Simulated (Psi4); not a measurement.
# CH2NSn (SMILES N#[C][SnH2]) at U-revPBE/def2-SVPD (core potential)

What is the energy change on altering one bond length of CH2NSn at U-revPBE/def2-SVPD (core potential)? 

The results are computed with Psi4 1.11.

3 further runs of the same task are left out: 1 that didn't finish, 2 set aside as unsound or not needed.

### Step 1. The molecule

CH2NSn: 5 atoms, total charge 0, spin state doublet. SMILES: `N#[C][SnH2]`. Geometry: relaxed at PBE0-D4/def2-TZVP.

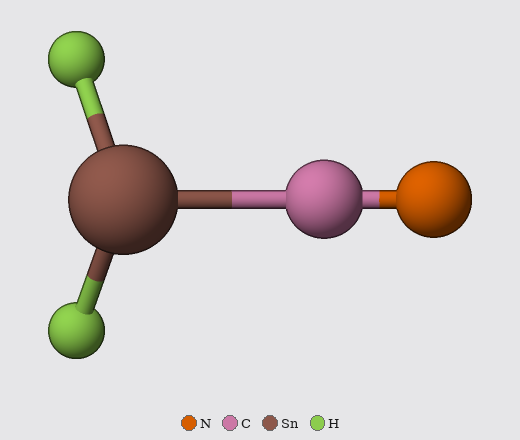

Viewed from a chosen angle; nitrogen orange, carbon pink, tin brown, hydrogen green.

### Step 2. The energy at U-revPBE/def2-SVPD (core potential)

Contents of job.json:

```json
{
 "schema_name": "qcschema_input",
 "schema_version": 1,
 "molecule": {
  "schema_name": "qcschema_molecule",
  "schema_version": 2,
  "symbols": ["N", "C", "Sn", "H", "H"],
  "geometry": [1.57565364, -2.90205241, 3.14752783, 0.95620142, -1.6091018, 1.504222, 0.01814137, 0.62568832, -1.67486426, -3.11521352, 0.07218754, -2.23743573, 0.65951442, 3.67438348, -0.81749552],
  "molecular_charge": 0,
  "molecular_multiplicity": 2,
  "fix_symmetry": "c1",
  "fix_com": true,
  "fix_orientation": true
 },
 "driver": "energy",
 "model": {
  "method": "revpbe",
  "basis": "def2-SVPD"
 },
 "keywords": {
  "reference": "uks",
  "puream": true,
  "e_convergence": 1e-09,
  "d_convergence": 1e-08,
  "scf_type": "pk",
  "dft_radial_points": 99,
  "dft_spherical_points": 590,
  "maxiter": 100,
  "scf_properties": ["WIBERG_LOWDIN_INDICES", "QUADRUPOLE", "LOWDIN_CHARGES"]
 }
}
```

Run with:

```console
$ psi4 --qcschema job.json -n 1 --memory 2200MB
```

stdout (excerpt; [...] marks lines left out):

```text
[...]
    !!!  WARNING: ECP capability is in beta. Please check occupations closely.  !!!
[...]
  Running in c1 symmetry.
[...]
  Nuclear repulsion =   94.907877874130975
[...]
  Multiplicity = 2
[...]
  Nalpha       = 19
  Nbeta        = 18
[...]
    Number of basis functions: 88
[...]
   @UKS iter   1:  -307.96286146305181   -1.01373e+00   7.65703e-03 ADIIS/DIIS
[...]
   @UKS iter  14:  -308.24168601584836   -8.52651e-13   4.88010e-09 DIIS
[...]
   @S^2 Observed:                7.515870391E-01
[...]
    Orbital Energies [Eh]
    ---------------------
    Alpha Occupied:
       1A    -14.008400     2A     -9.932256     3A     -4.934781
       4A     -3.317042     5A     -3.315015     6A     -3.312057
       7A     -0.980783     8A     -0.978092     9A     -0.977787
      10A     -0.974452    11A     -0.974329    12A     -0.816357
      13A     -0.521754    14A     -0.385469    15A     -0.336767
      16A     -0.317473    17A     -0.303852    18A     -0.302514
      19A     -0.218984
    Alpha Virtual:
      20A     -0.050725    21A     -0.046702    22A     -0.039281
      23A     -0.011188    24A      0.013393    25A      0.015898
[...]
  @UKS Final Energy:  -308.24168601584836
   => Energetics <=
    Nuclear Repulsion Energy =             94.9078778741309748
    One-Electron Energy =                -690.7635236911304446
    Two-Electron Energy =                 318.6379518895309957
    DFT Exchange-Correlation Energy =     -31.0239920883799556
    Empirical Dispersion Energy =           0.0000000000000000
    VV10 Nonlocal Energy =                  0.0000000000000000
    Total Energy =                       -308.2416860158483587
[...]
 Multipole Moments:
 ------------------------------------------------------------------------------------
     Multipole            Electronic (a.u.)      Nuclear  (a.u.)        Total (a.u.)
 ------------------------------------------------------------------------------------
 L = 1.  Multiply by 2.5417464519 to convert [e a0] to [Debye]
 Dipole X            :        -15.0730659           14.7101950           -0.3628709
 Dipole Y            :         13.3485184          -12.4572636            0.8912548
 Dipole Z            :          7.5436497           -8.8439182           -1.3002684
 Magnitude           :                                                    1.6176243
 L = 2.  Multiply by 1.3450342976 to convert [e a0^2] to [Debye ang]
 Quadrupole XX       :        -61.0972248           33.0114726          -28.0857522
 Quadrupole XY       :         40.1533194          -38.7920108            1.3613086
[...]
```

The result, in JSON:

```text
{
 "driver": "energy",
 "model": {
  "method": "revpbe",
  "basis": "def2-SVPD"
 },
 "success": true,
 "return_result": -308.24168601584836,
 "properties": {
  "calcinfo_nbasis": 88,
  "calcinfo_nmo": 88,
  "calcinfo_nalpha": 19,
  "calcinfo_nbeta": 18,
  "calcinfo_natom": 5,
  "nuclear_repulsion_energy": 94.90787787413097,
  "return_energy": -308.24168601584836,
  "scf_one_electron_energy": -690.7635236911304,
  "scf_two_electron_energy": 318.637951889531,
  "scf_xc_energy": -31.023992088379956,
  "scf_dipole_moment": [-0.3628708571516448, 0.8912548316621844, -1.300268419509206],
  "scf_total_energy": -308.24168601584836,
  "scf_iterations": 14
 }
}
```

It took 43 s on 1 thread of AMD EPYC 7R43 (Zen 3), shared host; peak memory 0.95 GiB.

### Step 3. The distorted shape

Contents of calc.in:

```
memory 2200 MB

molecule molecule1 {
  0 2
  N      1.331276    -1.447822     1.754918
  C      1.003476    -0.763622     0.885318
  Sn     0.507076     0.418978    -0.796982
  H     -1.648500     0.038200    -1.184000
  H      0.846476     2.032278    -0.343282
  symmetry c1
  no_reorient
  no_com
}

set reference uks
set puream true
set e_convergence 1e-09
set d_convergence 1e-08
set scf_type pk
set dft_radial_points 99
set dft_spherical_points 590
set maxiter 100

E, wfn = energy('revpbe/def2-SVPD', return_wfn=True)
oeprop(wfn, 'WIBERG_LOWDIN_INDICES', 'QUADRUPOLE', 'MAYER_INDICES')
print_variables()
```

Run with:

```console
$ psi4 -n 1 calc.in calc.out
```

calc.out (excerpt; [...] marks lines left out):

```text
[...]
    !!!  WARNING: ECP capability is in beta. Please check occupations closely.  !!!
[...]
  Running in c1 symmetry.
[...]
  Nuclear repulsion =   93.121091603709417
[...]
  Multiplicity = 2
[...]
  Nalpha       = 19
  Nbeta        = 18
[...]
    Number of basis functions: 88
[...]
   @UKS iter   1:  -307.83962042959786   -9.56134e-01   8.32937e-03 ADIIS/DIIS
[...]
   @UKS iter  16:  -308.21433949958958   -1.13687e-13   5.16293e-09 DIIS
[...]
   @S^2 Observed:                7.542744580E-01
[...]
  @UKS Final Energy:  -308.21433949958958
   => Energetics <=
    Nuclear Repulsion Energy =             93.1210916037094165
    One-Electron Energy =                -687.0667136192997759
    Two-Electron Energy =                 316.6928209525601119
    DFT Exchange-Correlation Energy =     -30.9615384365592767
    Empirical Dispersion Energy =           0.0000000000000000
    VV10 Nonlocal Energy =                  0.0000000000000000
    Total Energy =                       -308.2143394995895846
[...]
 Multipole Moments:
 ------------------------------------------------------------------------------------
     Multipole            Electronic (a.u.)      Nuclear  (a.u.)        Total (a.u.)
 ------------------------------------------------------------------------------------
 L = 1.  Multiply by 2.5417464519 to convert [e a0] to [Debye]
 Dipole X            :        -48.6070917           48.5535573           -0.0535344
 Dipole Y            :          7.3977321           -6.4789109            0.9188212
 Dipole Z            :          1.5910727           -2.7676022           -1.1765295
 Magnitude           :                                                    1.4937604
 L = 2.  Multiply by 1.3450342976 to convert [e a0^2] to [Debye ang]
 Quadrupole XX       :       -127.1437345           98.3424916          -28.8012429
 Quadrupole XY       :         44.2074002          -41.9904725            2.2169277
[...]
```

Wall time 44 s (1 thread of AMD EPYC 7R43 (Zen 3), shared host); peak memory 0.93 GiB.

### Step 4. Results

At U-revPBE/def2-SVPD (core potential):

```
                                                          quantity          value
                                         first shape: total energy  -308.24169 Eh
                                        first shape: dipole moment         4.11 D
                   first shape: HOMO energy (highest over α and β)       -5.96 eV
                    first shape: LUMO energy (lowest over α and β)       -4.74 eV
                                                 first shape: ⟨S²⟩          0.752
                                     distorted shape: total energy  -308.21434 Eh
                                    distorted shape: dipole moment         3.80 D
               distorted shape: HOMO energy (highest over α and β)       -6.11 eV
                distorted shape: LUMO energy (lowest over α and β)       -5.01 eV
                                             distorted shape: ⟨S²⟩          0.754
energy change with the Sn3–H4 bond stretched from 1.710 to 2.223 Å       0.744 eV
```

**Reading.** With the Sn3–H4 bond stretched from 1.710 to 2.223 Å the energy rises by 0.74 eV (17.2 kcal/mol). The first shape isn't relaxed at this level, so the change isn't measured from a minimum.
